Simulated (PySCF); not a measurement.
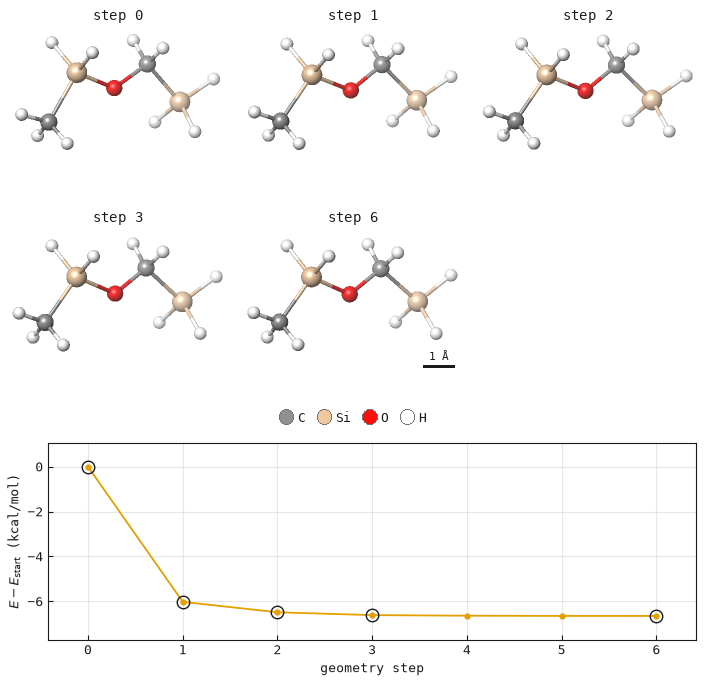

Frames of a relaxation of C2H10OSi2, marked on the history of the run. Style: ball-and-stick. Shown at a tilt.

The start comes from GFN2-xTB. Its atoms were then displaced at random by about 0.01 Å.

These are results of PBE0-D3(BJ)/def2-SVP geometry optimisation, gas phase (PySCF 2.14.0, density-fitted response routines), not measurements. 

Question: What happens along the run?

Answer: The largest move after the best rigid fit is that of an H atom, 0.25 Å. By element the largest moves are H 0.25 Å, C 0.18 Å, O 0.15 Å, Si 0.12 Å. Some distances before and after: O–Si 1.607 → 1.673 Å, C–O 1.460 → 1.409 Å, H–Si 1.453 → 1.493 Å, C–H 1.065 → 1.100 Å. Bond angles that change, for instance: Si–C–H 115.0° → 109.4°, Si–O–C 128.6° → 123.3°, C–Si–O 102.0° → 107.1°. After 6 geometry steps the energy has fallen by 6.65 kcal/mol. From step 0 to 1: an H atom moves most (0.15 Å), energy −6.02 kcal/mol. From step 1 to 2: an H atom moves most (0.03 Å), energy −0.46 kcal/mol. From step 2 to 3: an H atom moves most (0.05 Å), energy −0.13 kcal/mol. From step 3 to 6: H atoms move most (0.06 Å), energy −0.04 kcal/mol.
